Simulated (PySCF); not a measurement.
**C2H5CuP (charge +1): density, localisation and related maps**

Input

```
{"job": {"kind": "sp", "xc": "wB97X", "basis": "def2-TZVP", "d3": "d3bj", "grid": 2}, "charge": 1, "multiplicity": 1}
C     -0.653300    -0.544864    -0.137374
C      0.028805     0.785966    -0.124510
P      1.127712    -0.612106    -0.573289
H     -0.923141    -1.009747     0.816308
H     -1.349210    -0.760457    -0.954286
H     -0.197353     1.489537    -0.931944
H      0.238970     1.262197     0.838507
H      1.800964    -0.968583     0.615484
Cu     1.985609    -1.022088    -2.561012
```

Run with:

```sh
OMP_NUM_THREADS=1 python redox_run.py task.json out
```

Geometry: PBE0-D3(BJ)/def2-SVP.

Method: DFT single point, gas phase, functional wB97X (PySCF).

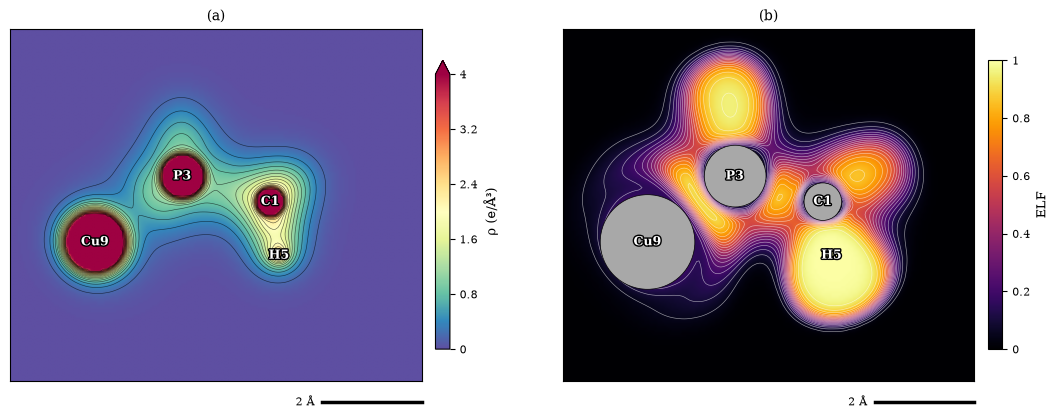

Figure 1. (a) electron density; (b) electron localisation function on the plane of atoms P3, C1 and H5. Grey discs cover the atomic cores in the ELF map.

**What does the map show?**

Atoms in the plane: C, P, H and Cu.
C–P (1.83 Å): ρ is about 1 e/Å³ halfway; the ELF peaks at about 0.85 between the atoms, as expected for a shared electron pair.
Cu–P (2.20 Å): the density is about 0.63 e/Å³ at the midpoint; the ELF peaks at about 0.90 between the atoms.
C–H (1.09 Å): ρ at the midpoint is about 2 e/Å³; the ELF climbs to about 1 towards the hydrogen, as it does in any bond to H: an ordinary covalent bond to hydrogen.

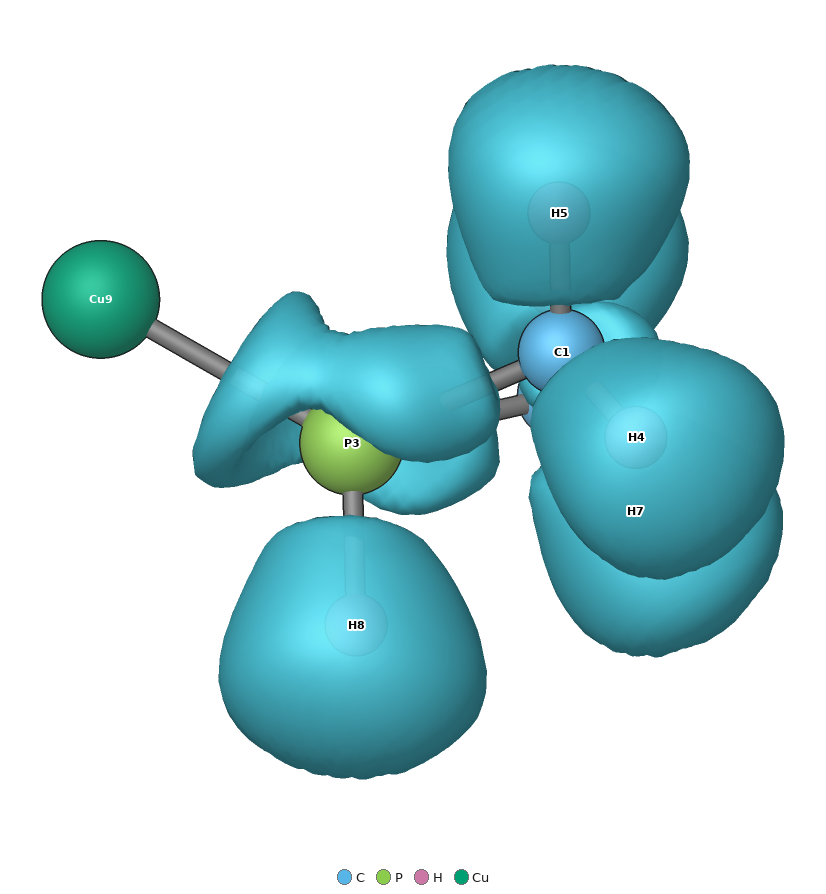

Figure 2. Isosurface of the electron localisation function at 0.75 (cyan), seen from one side. Core shells and regions of very low density are left out.

**Describe the localisation domains.**

The surface consists of one region between bonded C–C atoms (shared pairs), five regions around hydrogen nuclei and one region on P in which the atom's valence shell and bonds are merged. Along the contacts the grid gives the following. C–C (1.50 Å): the ELF peaks at about 0.90 between the atoms; a shared electron pair.
